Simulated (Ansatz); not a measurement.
W3N4 (space group Pm-3m)

```
W3N4
1.0
    4.15584     0.00000     0.00000
    0.00000     4.15584     0.00000
    0.00000     0.00000     4.15584
N W
4 3
Direct
  0.50000   0.50000   0.50000
  0.50000   0.00000   0.00000
  0.00000   0.50000   0.00000
  0.00000   0.00000   0.50000
  0.50000   0.50000   0.00000
  0.00000   0.50000   0.50000
  0.50000   0.00000   0.50000
```

The atoms are displaced by Q × the pattern below (from a DFPT mode at Γ, largest move 1; Q in Å), at fixed cell. It is one choice among 3 degenerate patterns.

| atom | x | y | z |
|---|---|---|---|
| N1 | 0.000 | 0.000 | 1.000 |
| N2 | 0.000 | 0.000 | -0.428 |
| N3 | 0.000 | 0.000 | -0.428 |
| N4 | 0.000 | 0.000 | -0.121 |
| W5 | 0.000 | 0.000 | 0.389 |
| W6 | 0.000 | 0.000 | -0.195 |
| W7 | 0.000 | 0.000 | -0.195 |

Level of theory: LDA (plane waves to 420 eV, PAW, scalar-relativistic; Ansatz, a quantum-chemistry and plane-wave program). k mesh 11×11×11 (Γ-centred), Fermi-Dirac smearing 0.05 eV. E stands for the smeared free energy. With partly filled bands, energies and forces of such displacements shift with the k mesh and the smearing. Spin-orbit coupling is left out, though W is heavy. W3N4 is run without spin polarisation. W3N4 was relaxed with its symmetry unable to fall. ΔE is measured from the undisplaced structure.

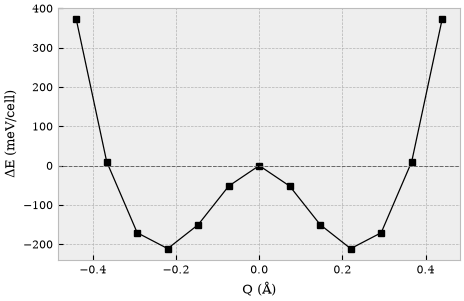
ΔE (meV/cell) against Q (Å); computed points joined by lines.

Task: Is this a single well or a double well?

Result: A double well: the undisplaced structure is a maximum between two minima.

Task: By a smooth curve through the points, how far does the most displaced atom move to reach the deepest minimum?

Result: About 0.23 Å from zero.

Task: By a smooth curve, how deep is the well, measured from the undisplaced structure?

Result: About 210 meV/cell, cell held fixed.

Task: What is the energy change at Q = 0.440 Å?

Result: About 370 meV/cell.

(A displaced cell: forces are minus the slopes of the energy, force constants its curvatures, and phonons follow from these.)
